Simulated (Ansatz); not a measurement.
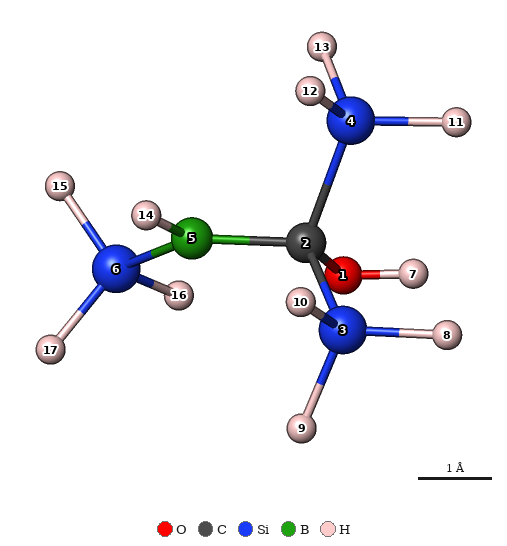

**Figure 1.** The starting structure (ball-and-stick view, seen at a tilt; atoms are numbered from 1 in the order of the input).

**Run report: CH₁₁BOSi₃, geometry relaxation (part 1 of 2)**

CH₁₁BOSi₃, computed with RKS PBE0/STO-3G (Ansatz 0.2.0).

It belongs to a series of runs on one base structure; here: start relaxed. Figures and captions count atoms from 1; the log counts them from 0 in places.

What the program printed:
```
The last accepted step is kept in [file] (removed where the run ends without a failure and the disk answers)
Engine: ansatz 0.2.0, aarch64-unknown-linux-gnu
Functional definition: PBE0
  parameter a = 0.25
  parameter kappa = 0.804
  parameter beta = 0.06672455060314922
  exchange = (1 - a)*pbe_x(kappa = kappa, mu = beta*pi^2/3) + a*exact_x
  correlation = pbe_c(beta = beta)
these checks for a lower state are left out or cut short: stability, starts, cluster_reference, orbital_swaps, neighbouring_geometries, increment
729 factors; integrals over basis functions are off by at most 1.8e-5 eV
mean field evaluation 1: about -27231.3053 eV, gradient 2.5e1 eV
mean field evaluation 2: about -27232.3422 eV, gradient 1.9e1 eV
mean field evaluation 4: about -27233.5604 eV, gradient 6.7e-1 eV
mean field evaluation 8: about -27233.5149 eV, gradient 2.1e-2 eV
mean field -27233.51488939 eV, -1000.8132126457 hartree, gradient 3.4e-6 eV, S^2 0.000000; 0 other end points of the search recorded, 0 dependent functions left out
the calculation of the forces begins
reference -27233.51491073 eV, -1000.8132134299 hartree; 36, 36 occupied and 17, 17 virtual orbitals, 729 factors
relax step   1: F+E_penalty+E_count = -27233.51488939 eV  Δ(F+E_penalty+E_count) = +0.000e0 eV  max|allowed force component| = 3.596e0 eV/Å  Δτ_max = 0.0000 Å  (13 SCF iters, accepted)
these checks for a lower state are left out or cut short: stability, starts, cluster_reference, orbital_swaps, neighbouring_geometries, increment
729 factors; integrals over basis functions are off by at most 2.8e-5 eV
mean field evaluation 16: about -27234.1402 eV, gradient 5.4e0 eV
mean field -27234.20533706 eV, -1000.8385861297 hartree, gradient 2.3e-6 eV, S^2 0.000000; 0 other end points of the search recorded, 0 dependent functions left out
the calculation of the forces begins
reference -27234.20535842 eV, -1000.8385869145 hartree; 36, 36 occupied and 17, 17 virtual orbitals, 729 factors
relax step   2: F+E_penalty+E_count = -27234.20533706 eV  Δ(F+E_penalty+E_count) = -6.904e-1 eV  max|allowed force component| = 1.077e0 eV/Å  Δτ_max = 0.1763 Å  (18 SCF iters, accepted)
these checks for a lower state are left out or cut short: stability, starts, cluster_reference, orbital_swaps, neighbouring_geometries, increment
729 factors; integrals over basis functions are off by at most 2.3e-5 eV
mean field -27234.28914883 eV, -1000.8416661553 hartree, gradient 2.1e-6 eV, S^2 0.000000; 0 other end points of the search recorded, 0 dependent functions left out
the calculation of the forces begins
reference -27234.28917025 eV, -1000.8416669426 hartree; 36, 36 occupied and 17, 17 virtual orbitals, 729 factors
relax step   3: F+E_penalty+E_count = -27234.28914883 eV  Δ(F+E_penalty+E_count) = -8.381e-2 eV  max|allowed force component| = 3.493e-1 eV/Å  Δτ_max = 0.0716 Å  (18 SCF iters, accepted)
these checks for a lower state are left out or cut short: stability, starts, cluster_reference, orbital_swaps, neighbouring_geometries, increment
729 factors; integrals over basis functions are off by at most 2.2e-5 eV
mean field evaluation 32: about -27234.2786 eV, gradient 1.4e-1 eV
mean field -27234.27874947 eV, -1000.8412839859 hartree, gradient 2.3e-6 eV, S^2 0.000000; 0 other end points of the search recorded, 0 dependent functions left out
the calculation of the forces begins
reference -27234.27877090 eV, -1000.8412847736 hartree; 36, 36 occupied and 17, 17 virtual orbitals, 729 factors
relax step   4: F+E_penalty+E_count = -27234.27874947 eV  Δ(F+E_penalty+E_count) = +1.040e-2 eV  max|allowed force component| = 5.326e-1 eV/Å  Δτ_max = 0.0655 Å  (18 SCF iters, rejected (line search))
these checks for a lower state are left out or cut short: stability, starts, cluster_reference, orbital_swaps, neighbouring_geometries, increment
729 factors; integrals over basis functions are off by at most 2.3e-5 eV
mean field -27234.29878489 eV, -1000.8420202741 hartree, gradient 2.2e-6 eV, S^2 0.000000; 0 other end points of the search recorded, 0 dependent functions left out
the calculation of the forces begins
reference -27234.29880633 eV, -1000.8420210618 hartree; 36, 36 occupied and 17, 17 virtual orbitals, 729 factors
relax step   5: F+E_penalty+E_count = -27234.29878489 eV  Δ(F+E_penalty+E_count) = -9.636e-3 eV  max|allowed force component| = 9.566e-2 eV/Å  Δτ_max = 0.0316 Å  (18 SCF iters, accepted)
these checks for a lower state are left out or cut short: stability, starts, cluster_reference, orbital_swaps, neighbouring_geometries, increment
729 factors; integrals over basis functions are off by at most 2.3e-5 eV
mean field -27234.30129703 eV, -1000.8421125934 hartree, gradient 2.2e-6 eV, S^2 0.000000; 0 other end points of the search recorded, 0 dependent functions left out
the calculation of the forces begins
reference -27234.30131841 eV, -1000.8421133792 hartree; 36, 36 occupied and 17, 17 virtual orbitals, 729 factors
relax step   6: F+E_penalty+E_count = -27234.30129703 eV  Δ(F+E_penalty+E_count) = -2.512e-3 eV  max|allowed force component| = 3.156e-2 eV/Å  Δτ_max = 0.0470 Å  (18 SCF iters, accepted)
these checks for a lower state are left out or cut short: stability, starts, cluster_reference, orbital_swaps, neighbouring_geometries, increment
729 factors; integrals over basis functions are off by at most 2.5e-5 eV
mean field -27234.30255828 eV, -1000.8421589433 hartree, gradient 2.2e-6 eV, S^2 0.000000; 0 other end points of the search recorded, 0 dependent functions left out
the calculation of the forces begins
reference -27234.30257962 eV, -1000.8421597276 hartree; 36, 36 occupied and 17, 17 virtual orbitals, 729 factors
relax step   7: F+E_penalty+E_count = -27234.30255828 eV  Δ(F+E_penalty+E_count) = -1.261e-3 eV  max|allowed force component| = 1.555e-2 eV/Å  Δτ_max = 0.0422 Å  (18 SCF iters, accepted)
these checks for a lower state are left out or cut short: stability, starts, cluster_reference, orbital_swaps, neighbouring_geometries, increment
729 factors; integrals over basis functions are off by at most 2.5e-5 eV
mean field evaluation 64: about -27234.3029 eV, gradient 2.2e-6 eV
mean field -27234.30291853 eV, -1000.8421721823 hartree, gradient 2.2e-6 eV, S^2 0.000000; 0 other end points of the search recorded, 0 dependent functions left out
the calculation of the forces begins
reference -27234.30293982 eV, -1000.8421729650 hartree; 36, 36 occupied and 17, 17 virtual orbitals, 729 factors
relax step   8: F+E_penalty+E_count = -27234.30291853 eV  Δ(F+E_penalty+E_count) = -3.603e-4 eV  max|allowed force component| = 2.716e-2 eV/Å  Δτ_max = 0.0399 Å  (18 SCF iters, accepted)
these checks for a lower state are left out or cut short: stability, starts, cluster_reference, orbital_swaps, neighbouring_geometries, increment
729 factors; integrals over basis functions are off by at most 2.6e-5 eV
mean field -27234.30299147 eV, -1000.8421748628 hartree, gradient 1.7e-6 eV, S^2 0.000000; 0 other end points of the search recorded, 0 dependent functions left out
the calculation of the forces begins
reference -27234.30301277 eV, -1000.8421756455 hartree; 36, 36 occupied and 17, 17 virtual orbitals, 729 factors
relax step   9: F+E_penalty+E_count = -27234.30299147 eV  Δ(F+E_penalty+E_count) = -7.294e-5 eV  max|allowed force component| = 7.854e-3 eV/Å  Δτ_max = 0.0032 Å  (12 SCF iters, accepted)
```

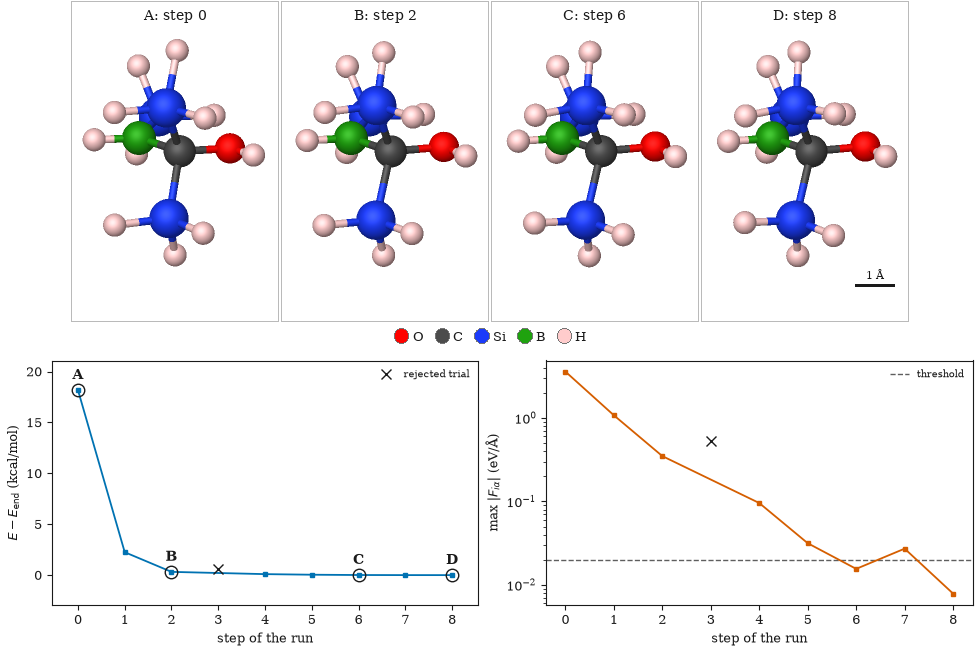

**Figure 2.** Frames of the relaxation (ball-and-stick view, seen at an oblique angle) above the curves, on which the letters mark them (the first geometry is step 0 here and step 1 in the log).

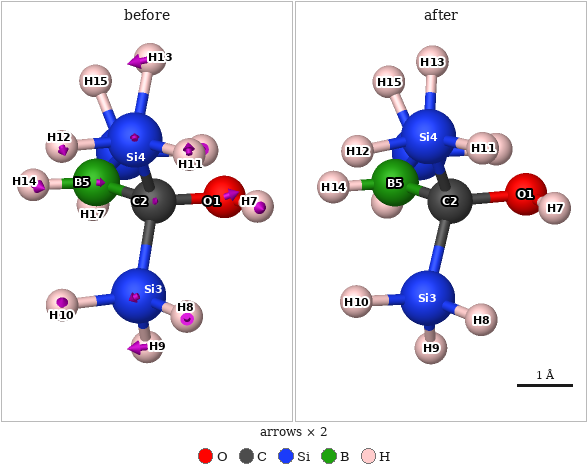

**Figure 3.** Before (left) and after (right) the relaxation, at one scale (ball-and-stick view, seen at an oblique angle). The pink arrows give the displacements, magnified 2 times. Over 8 geometry steps the energy falls by 18.2 kcal/mol. The largest force component goes from 3.6 to 0.0079 eV/Å. The line search rejected the trial step at point 3 (counted from 0) and went back. H13 moves most after the best rigid fit: 0.22 Å. By element the largest moves are H 0.22 Å, O 0.15 Å, Si 0.11 Å, B 0.09 Å, C 0.05 Å. Among the contacts that change: Si4–H13 1.584 → 1.443 Å, O1–C2 1.393 → 1.472 Å, Si3–H9 1.515 → 1.443 Å, C2–Si3 1.852 → 1.914 Å. Among the angles that change: C2–B5–H14 121.9° → 116.0°, C2–O1–H7 108.0° → 102.7°, C2–Si3–H8 112.5° → 107.6°. (Atoms are counted from 1 in the order of the input.)

```
Total energy: -27234.30301277 eV, -1000.8421756455 hartree
Atom 0 at    -1.160873    -1.259385    -0.244671 Å, force     0.007586     0.007348     0.001506 eV/Å
Atom 1 at    -0.039206    -0.313078    -0.353361 Å, force    -0.006097    -0.006406     0.000963 eV/Å
Atom 2 at     1.651755    -1.210322    -0.382510 Å, force     0.006555    -0.006114     0.000783 eV/Å
Atom 3 at    -0.173613     0.775165    -1.922870 Å, force    -0.005469     0.001945    -0.006227 eV/Å
Atom 4 at     0.032395     0.670052     0.827478 Å, force    -0.000764     0.007854     0.000254 eV/Å
Atom 5 at    -1.205536     0.714446     2.345837 Å, force    -0.000394    -0.001316     0.002052 eV/Å
Atom 6 at    -1.060558    -1.824488    -1.091886 Å, force     0.000113    -0.002646    -0.003030 eV/Å
Atom 7 at     1.596513    -2.212173    -1.423166 Å, force     0.000605     0.003151     0.003735 eV/Å
Atom 8 at     1.912340    -1.870776     0.873975 Å, force    -0.001475     0.003389    -0.005248 eV/Å
Atom 9 at     2.721394    -0.286596    -0.673945 Å, force    -0.004350    -0.003555     0.000943 eV/Å
Atom 10 at    -0.345037    -0.109411    -3.053256 Å, force     0.001479     0.002784     0.002726 eV/Å
Atom 11 at     1.024100     1.556994    -2.113676 Å, force    -0.003469    -0.001943     0.001636 eV/Å
Atom 12 at    -1.317529     1.652169    -1.852081 Å, force     0.004646    -0.001841     0.000218 eV/Å
Atom 13 at     0.909095     1.451154     0.793823 Å, force     0.001219    -0.002469     0.000018 eV/Å
Atom 14 at    -1.844214     2.009763     2.420912 Å, force    -0.000096    -0.000424    -0.000317 eV/Å
Atom 15 at    -2.245176    -0.284751     2.307982 Å, force     0.000665     0.000408    -0.000173 eV/Å
Atom 16 at    -0.474749     0.541037     3.581616 Å, force    -0.000753    -0.000165     0.000159 eV/Å
Dipole moment:     0.240654    -0.100383    -0.414010 e Å
Checks for a lower state left out: stability, starts, cluster_reference, orbital_swaps, neighbouring_geometries, increment
```

Trajectory as extended XYZ (Å, eV, eV/Å), 9 frames, from step=1 to step=9:
```
17
Properties=species:S:1:pos:R:3:forces:R:3 step=1 energy=-27233.51489
O    -1.0443   -1.1895   -0.1828   -3.1771  -0.4967   2.9931
C    -0.0050   -0.2802   -0.3640    1.7311   2.2602   0.4868
Si    1.5711   -1.2489   -0.4419    3.1584  -0.3055   1.6447
Si   -0.1205    0.7290   -1.9476   -3.5958   1.4717  -0.4719
B     0.0842    0.7356    0.8451   -0.1182  -0.2594  -0.3925
Si   -1.1848    0.7410    2.3414    0.2471  -0.6272   0.1387
H    -1.0855   -1.7593   -0.9688    0.1787  -1.3869  -2.3750
H     1.6065   -2.1638   -1.5728   -0.2531   0.1205   0.2384
H     1.7692   -1.9956    0.8613   -0.2866   0.5927  -1.5295
H     2.7399   -0.3261   -0.5654   -0.8967  -0.7666  -0.0359
H    -0.2566   -0.1942   -3.0745    0.3218   0.2810   0.3040
H     0.9669    1.6401   -2.0808    0.4332   0.2121  -0.2032
H    -1.4895    1.5235   -1.8988    2.5056  -1.2535  -0.1759
H     0.9203    1.5615    0.9035    0.1576  -0.2438  -0.4602
H    -1.8654    2.0117    2.4158    0.0119   0.0605   0.1017
H    -2.1798   -0.3002    2.1733    0.0422   0.1857   0.2780
H    -0.4456    0.5152    3.5972   -0.4600   0.1550  -0.5415
```
